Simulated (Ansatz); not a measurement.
# C2H6OS3: geometry relaxation (part 1 of 2)

- system: C2H6OS3
- method: RKS PBE0-D4/def2-SVP (Ansatz 0.2.0)

It belongs to a series of runs on one base structure; here: end point B relaxed. Figures and captions count atoms from 1; the log counts them from 0 in places.

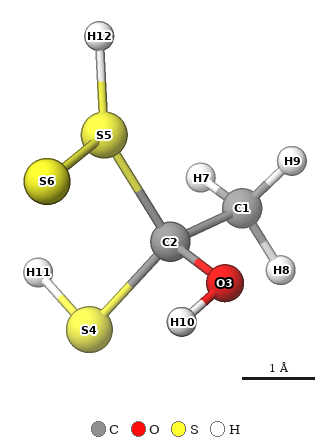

Figure 1. The structure as given in the input (ball-and-stick view, seen at a tilt; atoms are numbered from 1 in the order of the input).

Summary:

- outcome: converged
- total energy: −36695.1060 eV
- mean-field energy: −36694.7641 eV
- largest force (length of the vector) at the end: 0.013 eV/Å
- hardware: 2 threads of Arm Neoverse V1, 24 GiB of memory available, shared host
- wall time: 50 s (CPU time 98 s)
- peak memory: 0.34 GiB

Input:
```yaml
crystal:
  periodic: [false, false, false]
  atoms:
    - { symbol: C, position_ang: [-0.2071, -1.6193, 0.3099] }
    - { symbol: C, position_ang: [-0.132, -0.0614, 0.1821] }
    - { symbol: O, position_ang: [0.8035, 0.3772, 1.1141] }
    - { symbol: S, position_ang: [-1.6541, 0.7254, 0.5608] }
    - { symbol: S, position_ang: [0.3927, 0.3562, -1.5425] }
    - { symbol: S, position_ang: [1.0213, 2.3346, -1.3843] }
    - { symbol: H, position_ang: [-0.9668, -1.9916, -0.3915] }
    - { symbol: H, position_ang: [-0.4984, -1.8516, 1.3105] }
    - { symbol: H, position_ang: [0.7124, -2.0469, 0.1527] }
    - { symbol: H, position_ang: [0.6483, 1.3257, 1.2465] }
    - { symbol: H, position_ang: [-2.3589, 0.2819, -0.5205] }
    - { symbol: H, position_ang: [0.96875, -0.06468, -2.72378] }
basis:
  gaussian: { orbitals: def2-SVP }
hamiltonian:
  xc: pbe0
  dispersion: d4
relax:
  f_tol: 0.02
  max_steps: 50
```

Command:
```bash
ansatz run input.yaml --threads 2 --pin off --max-ram 3072MiB --backend cpu --events-out ev --progress --plain --runs-dir out
```

Output:
```
The last accepted step is kept in [file] (removed where the run ends without a failure and the disk answers)
Engine: ansatz 0.2.0, aarch64-unknown-linux-gnu
Functional definition: PBE0
  parameter a = 0.25
  parameter kappa = 0.804
  parameter beta = 0.06672455060314922
  exchange = (1 - a)*pbe_x(kappa = kappa, mu = beta*pi^2/3) + a*exact_x
  correlation = pbe_c(beta = beta)
1336 factors; integrals over basis functions are off by at most 2.4e-4 eV
mean field evaluation 1: about -36686.3658 eV, gradient 5.2e1 eV
mean field evaluation 2: about -36671.8613 eV, gradient 9.0e1 eV
mean field evaluation 4: about -36692.3916 eV, gradient 4.1e0 eV
mean field evaluation 8: about -36692.4849 eV, gradient 6.0e-1 eV
mean field evaluation 16: about -36692.4859 eV, gradient 2.3e-4 eV
mean field -36692.48589455 eV, -1348.4239855643 hartree, gradient 3.5e-5 eV, S^2 0.000000; 0 other end points of the search recorded, 0 dependent functions left out
the calculation of the forces begins
reference -36692.48592034 eV, -1348.4239865121 hartree; 37, 37 occupied and 89, 89 virtual orbitals, 1336 factors
relax step   1: F+E_penalty+E_count = -36692.82385305 eV  Δ(F+E_penalty+E_count) = +0.000e0 eV  max|allowed force component| = 3.660e0 eV/Å  Δτ_max = 0.0000 Å  (32 SCF iters, accepted)
these checks for a lower state are left out or cut short: starts, cluster_reference, orbital_swaps, neighbouring_geometries, increment
1336 factors; integrals over basis functions are off by at most 3.2e-4 eV
mean field -36693.67646957 eV, -1348.4677383896 hartree, gradient 1.9e-5 eV, S^2 0.000000; 0 other end points of the search recorded, 0 dependent functions left out
the calculation of the forces begins
reference -36693.67649457 eV, -1348.4677393083 hartree; 37, 37 occupied and 89, 89 virtual orbitals, 1336 factors
relax step   2: F+E_penalty+E_count = -36694.01411595 eV  Δ(F+E_penalty+E_count) = -1.190e0 eV  max|allowed force component| = 2.196e0 eV/Å  Δτ_max = 0.1949 Å  (32 SCF iters, accepted)
these checks for a lower state are left out or cut short: starts, cluster_reference, orbital_swaps, neighbouring_geometries, increment
1336 factors; integrals over basis functions are off by at most 2.9e-4 eV
mean field evaluation 32: about -36694.1941 eV, gradient 2.5e-3 eV
mean field -36694.19414785 eV, -1348.4867627155 hartree, gradient 1.6e-5 eV, S^2 0.000000; 0 other end points of the search recorded, 0 dependent functions left out
the calculation of the forces begins
reference -36694.19417214 eV, -1348.4867636079 hartree; 37, 37 occupied and 89, 89 virtual orbitals, 1336 factors
relax step   3: F+E_penalty+E_count = -36694.53273415 eV  Δ(F+E_penalty+E_count) = -5.186e-1 eV  max|allowed force component| = 1.229e0 eV/Å  Δτ_max = 0.1947 Å  (31 SCF iters, accepted)
these checks for a lower state are left out or cut short: starts, cluster_reference, orbital_swaps, neighbouring_geometries, increment
1336 factors; integrals over basis functions are off by at most 2.9e-4 eV
mean field -36694.47230020 eV, -1348.4969846257 hartree, gradient 1.8e-5 eV, S^2 0.000000; 0 other end points of the search recorded, 0 dependent functions left out
the calculation of the forces begins
reference -36694.47232437 eV, -1348.4969855138 hartree; 37, 37 occupied and 89, 89 virtual orbitals, 1336 factors
relax step   4: F+E_penalty+E_count = -36694.81040068 eV  Δ(F+E_penalty+E_count) = -2.777e-1 eV  max|allowed force component| = 8.984e-1 eV/Å  Δτ_max = 0.1997 Å  (31 SCF iters, accepted)
these checks for a lower state are left out or cut short: starts, cluster_reference, orbital_swaps, neighbouring_geometries, increment
1336 factors; integrals over basis functions are off by at most 3.2e-4 eV
mean field -36694.66141022 eV, -1348.5039342908 hartree, gradient 1.1e-5 eV, S^2 0.000000; 0 other end points of the search recorded, 0 dependent functions left out
the calculation of the forces begins
reference -36694.66143405 eV, -1348.5039351665 hartree; 37, 37 occupied and 89, 89 virtual orbitals, 1336 factors
relax step   5: F+E_penalty+E_count = -36695.00203309 eV  Δ(F+E_penalty+E_count) = -1.916e-1 eV  max|allowed force component| = 5.057e-1 eV/Å  Δτ_max = 0.1931 Å  (31 SCF iters, accepted)
these checks for a lower state are left out or cut short: starts, cluster_reference, orbital_swaps, neighbouring_geometries, increment
1336 factors; integrals over basis functions are off by at most 6.3e-4 eV
mean field -36694.72861623 eV, -1348.5064040662 hartree, gradient 2.1e-5 eV, S^2 0.000000; 0 other end points of the search recorded, 0 dependent functions left out
the calculation of the forces begins
reference -36694.72863965 eV, -1348.5064049266 hartree; 37, 37 occupied and 89, 89 virtual orbitals, 1336 factors
relax step   6: F+E_penalty+E_count = -36695.07136540 eV  Δ(F+E_penalty+E_count) = -6.933e-2 eV  max|allowed force component| = 7.849e-1 eV/Å  Δτ_max = 0.2000 Å  (30 SCF iters, accepted)
these checks for a lower state are left out or cut short: starts, cluster_reference, orbital_swaps, neighbouring_geometries, increment
1336 factors; integrals over basis functions are off by at most 6.2e-4 eV
mean field -36694.76096846 eV, -1348.5075929885 hartree, gradient 1.5e-5 eV, S^2 0.000000; 0 other end points of the search recorded, 0 dependent functions left out
the calculation of the forces begins
reference -36694.76099195 eV, -1348.5075938520 hartree; 37, 37 occupied and 89, 89 virtual orbitals, 1336 factors
relax step   7: F+E_penalty+E_count = -36695.10257804 eV  Δ(F+E_penalty+E_count) = -3.121e-2 eV  max|allowed force component| = 1.568e-1 eV/Å  Δτ_max = 0.0789 Å  (30 SCF iters, accepted)
these checks for a lower state are left out or cut short: starts, cluster_reference, orbital_swaps, neighbouring_geometries, increment
1336 factors; integrals over basis functions are off by at most 6.3e-4 eV
mean field evaluation 64: about -36694.7169 eV, gradient 2.8e-3 eV
mean field -36694.76356472 eV, -1348.5076883993 hartree, gradient 1.7e-5 eV, S^2 0.000000; 0 other end points of the search recorded, 0 dependent functions left out
the calculation of the forces begins
reference -36694.76358819 eV, -1348.5076892619 hartree; 37, 37 occupied and 89, 89 virtual orbitals, 1336 factors
relax step   8: F+E_penalty+E_count = -36695.10523261 eV  Δ(F+E_penalty+E_count) = -2.655e-3 eV  max|allowed force component| = 6.312e-2 eV/Å  Δτ_max = 0.0279 Å  (32 SCF iters, accepted)
these checks for a lower state are left out or cut short: starts, cluster_reference, orbital_swaps, neighbouring_geometries, increment
1336 factors; integrals over basis functions are off by at most 5.9e-4 eV
mean field -36694.76364017 eV, -1348.5076911719 hartree, gradient 1.7e-5 eV, S^2 0.000000; 0 other end points of the search recorded, 0 dependent functions left out
the calculation of the forces begins
reference -36694.76366367 eV, -1348.5076920357 hartree; 37, 37 occupied and 89, 89 virtual orbitals, 1336 factors
relax step   9: F+E_penalty+E_count = -36695.10564781 eV  Δ(F+E_penalty+E_count) = -4.152e-4 eV  max|allowed force component| = 5.086e-2 eV/Å  Δτ_max = 0.0323 Å  (30 SCF iters, accepted)
these checks for a lower state are left out or cut short: starts, cluster_reference, orbital_swaps, neighbouring_geometries, increment
1336 factors; integrals over basis functions are off by at most 6.1e-4 eV
mean field -36694.76408171 eV, -1348.5077073985 hartree, gradient 1.1e-5 eV, S^2 0.000000; 0 other end points of the search recorded, 0 dependent functions left out
the calculation of the forces begins
reference -36694.76410518 eV, -1348.5077082608 hartree; 37, 37 occupied and 89, 89 virtual orbitals, 1336 factors
relax step  10: F+E_penalty+E_count = -36695.10598936 eV  Δ(F+E_penalty+E_count) = -3.415e-4 eV  max|allowed force component| = 1.030e-2 eV/Å  Δτ_max = 0.0181 Å  (27 SCF iters, accepted)
1336 factors; integrals over basis functions are off by at most 6.1e-4 eV
mean field evaluation 96: about -36694.7641 eV, gradient 2.0e-3 eV
```

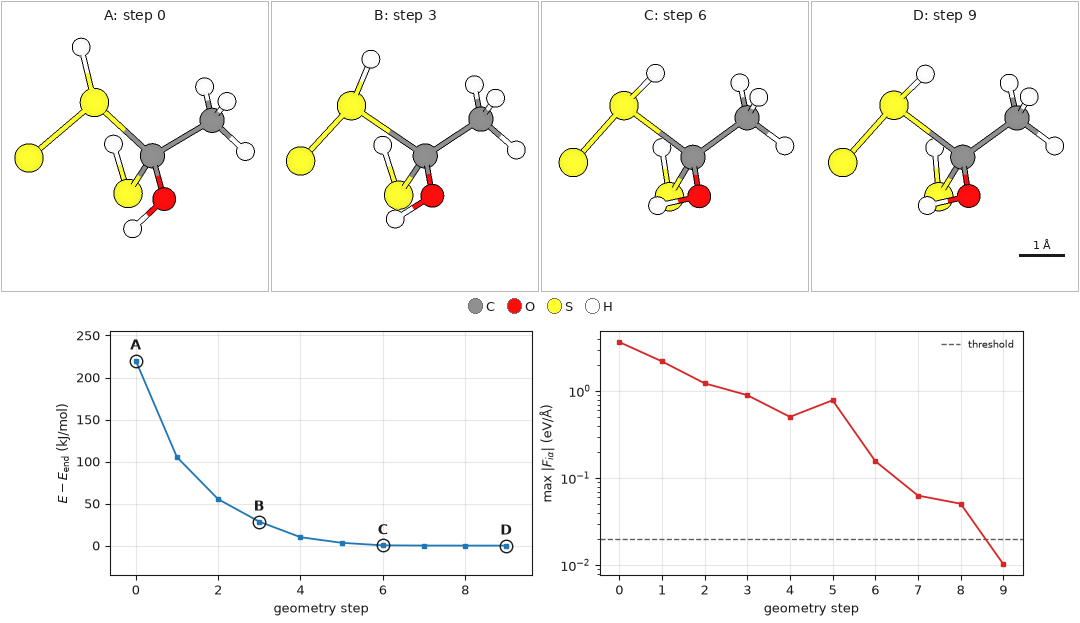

Figure 2. Frames of the relaxation (ball-and-stick view, seen at a tilt) above the curves, on which the letters mark them (the first geometry is step 0 here and step 1 in the log).

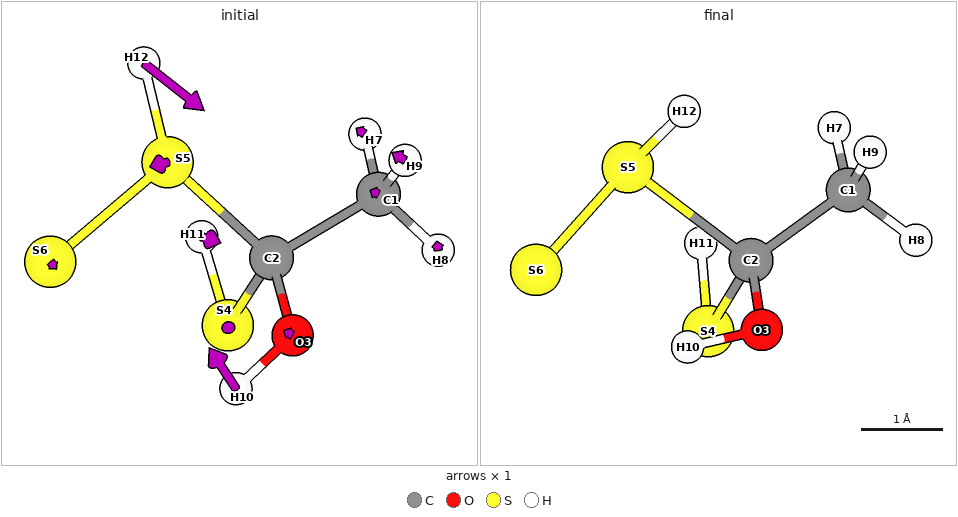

Figure 3. Before (left) and after (right) the relaxation, at one scale (ball-and-stick view, seen at a tilt). The pink arrows give the displacements, at true length. The atom that moves furthest after the best rigid fit is H12 (1.00 Å). By element the largest moves are H 1.00 Å, S 0.30 Å, O 0.14 Å, C 0.13 Å. Among the contacts that change: C2–S5 1.850 → 1.977 Å, S5–S6 2.082 → 1.993 Å, C2–S4 1.755 → 1.836 Å, C1–H9 1.026 → 1.101 Å. Among the angles that change: C2–S5–H12 147.9° → 93.6°, C1–C2–O3 106.9° → 112.9°, S4–C2–S5 110.2° → 104.3°. Over 9 geometry steps the energy falls by 220.2 kJ/mol. Largest force component: 3.7 eV/Å at the start, 0.01 eV/Å at the end. (Atoms are counted from 1 in the order of the input.)
